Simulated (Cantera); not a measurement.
Charge: 1 mol MgO, 0.021 mol Cl2, at 0.330 bar.

Equilibrium computed with Cantera from the NASA thermochemical tables; the gas is ideal and each condensed phase is pure. Candidate condensed phases: Mg, MgCl2, MgO; 11 gas species. Mutual solubility and eutectic melting of coexisting phases are not modelled. Rates play no part.

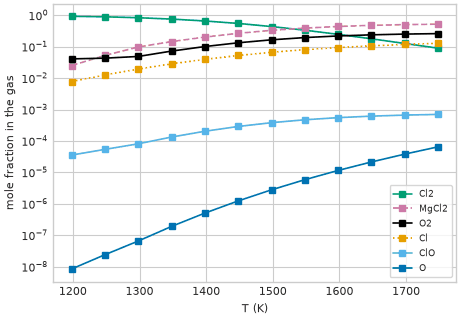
Figure: Equilibrium gas composition (values under 1e-9 drawn at 1e-9)

From 1198 K to 1248 K the condensed part is MgCl2(l) + MgO(s). From 1298 K to 1748 K the condensed part is MgO(s). The main Mg-bearing gas is MgCl2 throughout.
